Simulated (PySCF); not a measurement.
# [B2H5]− (SMILES B[BH3-]) at CCSD(T)/6-311G(d,p)

Aim: the vertical singlet–triplet gap of [B2H5]− at CCSD(T)/6-311G**, from 2 runs. 

The calculation is run with PySCF 2.14.0.

**1. The structure to begin with**

The species is [B2H5]− (7 atoms), meant as a singlet with charge -1. As SMILES, `B[BH3-]`. The coordinates come from a GFN2-xTB relaxation.

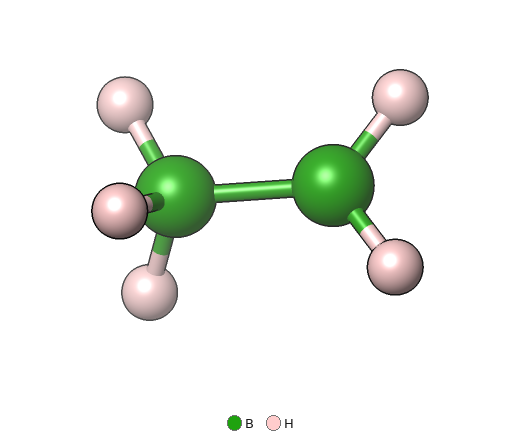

The structure, seen from a chosen angle (boron green, hydrogen pink).

**2. The energy at CCSD(T)/6-311G(d,p)**

The input, job.py:

```python
# B[BH3-]
from pyscf import gto, scf, cc

system = gto.Mole()
system.atom = [
    ('B', (0.210010, -0.813600, 0.474350)),
    ('B', (-0.119910, 0.613520, -0.349380)),
    ('H', (1.262150, -1.128320, 0.968990)),
    ('H', (-0.606320, -1.678230, 0.657480)),
    ('H', (-0.531530, 0.371570, -1.495060)),
    ('H', (-1.042200, 1.230100, 0.207460)),
    ('H', (0.827810, 1.404960, -0.463840)),
]
system.charge = -1
system.verbose = 4
system.max_memory = 1860
system.spin = 0
system.basis = '6-311g**'
system.build()

calc0 = scf.RHF(system)
calc0.conv_tol = 1e-10
calc0.kernel()
if not calc0.converged:
    calc0 = calc0.newton().run(calc0.mo_coeff, calc0.mo_occ)

mycc = cc.CCSD(calc0, frozen=2)
mycc.kernel()
e_t = mycc.ccsd_t()
e_tot = mycc.e_tot + e_t
print('Final energy', e_tot)
```

Launch:

```console
$ OMP_NUM_THREADS=1 python job.py
```

Output:

```text
PySCF version 2.14.0

[INPUT] num. atoms = 7
[INPUT] num. electrons = 16
[INPUT] charge = -1
[INPUT] spin (= nelec alpha-beta = 2S) = 0
[INPUT] symmetry False subgroup None
[INPUT] Mole.unit = angstrom
[INPUT] Symbol           X                Y                Z      unit          X                Y                Z       unit  Magmom
[INPUT]  1 B      0.210010000000  -0.813600000000   0.474350000000 AA    0.396861383420  -1.537481174946   0.896391587187 Bohr   0.0
[INPUT]  2 B     -0.119910000000   0.613520000000  -0.349380000000 AA   -0.226597059597   1.159384771943  -0.660232513401 Bohr   0.0
[INPUT]  3 H      1.262150000000  -1.128320000000   0.968990000000 AA    2.385117828120  -2.132215780869   1.831125717442 Bohr   0.0
[INPUT]  4 H     -0.606320000000  -1.678230000000   0.657480000000 AA   -1.145778743846  -3.171395074029   1.242457132379 Bohr   0.0
[INPUT]  5 H     -0.531530000000   0.371570000000  -1.495060000000 AA   -1.004446126990   0.702165536105  -2.825253939792 Bohr   0.0
[INPUT]  6 H     -1.042200000000   1.230100000000   0.207460000000 AA   -1.969472567022   2.324552105827   0.392042581802 Bohr   0.0
[INPUT]  7 H      0.827810000000   1.404960000000  -0.463840000000 AA    1.564334183176   2.654989615969  -0.876530565618 Bohr   0.0

nuclear repulsion = 26.0456796618339
number of shells = 36
number of NR pGTOs = 102
number of NR cGTOs = 66
basis = 6-311g**
ecp = {}

******** <class 'pyscf.scf.hf.RHF'> ********
method = RHF
initial guess = minao
damping factor = 0
level_shift factor = 0
DIIS = <class 'pyscf.scf.diis.CDIIS'>
diis_start_cycle = 1
diis_space = 8
diis_damp = 0
SCF conv_tol = 1e-10
SCF conv_tol_grad = None
SCF max_cycles = 50
direct_scf = True
direct_scf_tol = 1e-13
Set gradient conv threshold to 1e-05
Initial guess from minao.
init E= -52.0166709485729
  HOMO = -0.26942132609059  LUMO = -0.00872390779909082  gap/eV = 7.09394
cycle= 1 E= -52.1907784865694  delta_E= -0.174  |g|= 0.295  |ddm|= 1.67
  HOMO = -0.118717727896751  LUMO = 0.294728738987303  gap/eV = 11.25045
cycle= 2 E= -52.2255868082577  delta_E= -0.0348  |g|= 0.0894  |ddm|= 0.537
  HOMO = -0.170461243751266  LUMO = 0.283095791056599  gap/eV = 12.34192
cycle= 3 E= -52.2287798315636  delta_E= -0.00319  |g|= 0.0258  |ddm|= 0.117
  HOMO = -0.16708201836285  LUMO = 0.285325396436225  gap/eV = 12.31063
cycle= 4 E= -52.2291349713738  delta_E= -0.000355  |g|= 0.0032  |ddm|= 0.0551
  HOMO = -0.167524270744778  LUMO = 0.284964487778455  gap/eV = 12.31285
cycle= 5 E= -52.2291451982965  delta_E= -1.02e-05  |g|= 0.000804  |ddm|= 0.0108
  HOMO = -0.167428977763007  LUMO = 0.285204701054077  gap/eV = 12.31679
cycle= 6 E= -52.2291459094752  delta_E= -7.11e-07  |g|= 0.000216  |ddm|= 0.00311
  HOMO = -0.167511670352768  LUMO = 0.285150875983641  gap/eV = 12.31758
cycle= 7 E= -52.2291459510762  delta_E= -4.16e-08  |g|= 4.18e-05  |ddm|= 0.000836
  HOMO = -0.167506703447453  LUMO = 0.285154591260925  gap/eV = 12.31754
cycle= 8 E= -52.2291459530483  delta_E= -1.97e-09  |g|= 7.58e-06  |ddm|= 0.000201
  HOMO = -0.167506899486919  LUMO = 0.285154401778824  gap/eV = 12.31754
cycle= 9 E= -52.2291459531092  delta_E= -6.09e-11  |g|= 1.64e-06  |ddm|= 3.69e-05
  HOMO = -0.167506830685017  LUMO = 0.285154359697618  gap/eV = 12.31754
Extra cycle  E= -52.2291459531112  delta_E= -2.06e-12  |g|= 6.81e-07  |ddm|= 5.35e-06
converged SCF energy = -52.2291459531112

******** <class 'pyscf.cc.ccsd.CCSD'> ********
CC2 = 0
CCSD nocc = 6, nmo = 64
frozen orbitals 2
max_cycle = 50
direct = 0
conv_tol = 1e-07
conv_tol_normt = 1e-05
diis_space = 6
diis_start_cycle = 0
diis_start_energy_diff = 1e+09
Init t2, MP2 energy = -52.4536195351843  E_corr(MP2) -0.22447358207303
Init E_corr(CCSD) = -0.224473582073324
cycle = 1  E_corr(CCSD) = -0.253842088351931  dE = -0.0293685063  norm(t1,t2) = 0.0468958
cycle = 2  E_corr(CCSD) = -0.26128813453361  dE = -0.00744604618  norm(t1,t2) = 0.0153514
cycle = 3  E_corr(CCSD) = -0.264139598623149  dE = -0.00285146409  norm(t1,t2) = 0.00723984
cycle = 4  E_corr(CCSD) = -0.26453916390574  dE = -0.000399565283  norm(t1,t2) = 0.00234176
cycle = 5  E_corr(CCSD) = -0.264393434258154  dE = 0.000145729648  norm(t1,t2) = 0.00129014
cycle = 6  E_corr(CCSD) = -0.264390517741951  dE = 2.9165162e-06  norm(t1,t2) = 0.00031476
cycle = 7  E_corr(CCSD) = -0.26440009484371  dE = -9.57710176e-06  norm(t1,t2) = 9.0313e-05
cycle = 8  E_corr(CCSD) = -0.26439998111714  dE = 1.1372657e-07  norm(t1,t2) = 2.71416e-05
cycle = 9  E_corr(CCSD) = -0.264399324474797  dE = 6.56642343e-07  norm(t1,t2) = 8.58904e-06
cycle = 10  E_corr(CCSD) = -0.264399130430086  dE = 1.94044712e-07  norm(t1,t2) = 2.35728e-06
cycle = 11  E_corr(CCSD) = -0.264398986494006  dE = 1.4393608e-07  norm(t1,t2) = 8.95093e-07
cycle = 12  E_corr(CCSD) = -0.264398969842729  dE = 1.66512774e-08  norm(t1,t2) = 2.80662e-07
CCSD converged
E(CCSD) = -52.49354492295396  E_corr = -0.2643989698427286
CCSD(T) correction = -0.00737846381264634
Final energy -52.50092338676661
```

Run time: 6.3 s. Hardware: 1 thread of Arm Neoverse V1, shared host; peak memory 0.21 GiB.

**3. The triplet, same level**

The input, start.xyz:

```xyz
7
B2H5
B      0.210010    -0.813600     0.474350
B     -0.119910     0.613520    -0.349380
H      1.262150    -1.128320     0.968990
H     -0.606320    -1.678230     0.657480
H     -0.531530     0.371570    -1.495060
H     -1.042200     1.230100     0.207460
H      0.827810     1.404960    -0.463840
```

The input, input.py:

```python
from pyscf import gto, cc

mol = gto.M(
    atom='start.xyz',
    basis='6-311g**',
    spin=2,
    verbose=3,
    max_memory=1860,
    charge=-1,
)

myscf = mol.UHF()
myscf.conv_tol = 1e-10
myscf.kernel()
if not myscf.converged:
    myscf = myscf.newton().run(myscf.mo_coeff, myscf.mo_occ)

mycc = cc.CCSD(myscf, frozen=2)
mycc.kernel()
e_t = mycc.ccsd_t()
e_final = mycc.e_tot + e_t
print('Final energy', e_final)
```

Launch:

```console
$ OMP_NUM_THREADS=1 python input.py
```

Output:

```text
WARN: HOMO -0.00872390779909082 >= LUMO -0.26942132609059

converged SCF energy = -52.1220514829279  <S^2> = 2.014171  2S+1 = 3.0094325
E(UCCSD) = -52.37196626815441  E_corr = -0.2499147852264911
UCCSD(T) correction = -0.00663195815288083
Final energy -52.37859822630729
```

Wall time 31 s (1 thread of Arm Neoverse V1, shared host); peak memory 0.83 GiB.

**4. Results**

Level: CCSD(T)/6-311G**, 2 core orbitals frozen.

| quantity | value |
| --- | --- |
| singlet: total energy | -52.50092 Eh |
| singlet: HOMO energy (Hartree–Fock orbitals) | -4.56 eV |
| singlet: LUMO energy (Hartree–Fock orbitals) | 7.76 eV |
| singlet: HOMO–LUMO gap (to an unbound level, set by the basis) | 12.32 eV |
| singlet: correlation energy (2 core orbitals frozen) | -271.8 mEh |
| singlet: (T) correction | -7.38 mEh |
| singlet: T1 diagnostic | 0.013 |
| triplet: total energy | -52.37860 Eh |
| triplet: HOMO energy (Hartree–Fock orbitals) (highest over α and β) | -1.06 eV |
| triplet: LUMO energy (Hartree–Fock orbitals) (lowest over α and β) | 5.77 eV |
| triplet: correlation energy (2 core orbitals frozen) | -256.5 mEh |
| triplet: (T) correction | -6.63 mEh |
| triplet: ⟨S²⟩ of the reference determinant | 2.014 |
| triplet: T1 diagnostic | 0.016 |
| vertical energy of the triplet above the singlet | 3.329 eV |

What this shows: At this shape the triplet lies 3.33 eV (321 kJ/mol) above the singlet. Mulliken charges (singlet) of the mean-field density run from -0.23 on H7 to +0.09 on B1. The triples (singlet) make up 2.7 % of the correlation energy. Mulliken charges (triplet) of the mean-field density run from -0.25 on B1 to +0.03 on B2; they depend strongly on the basis. The triples (triplet) make up 2.6 % of the correlation energy.
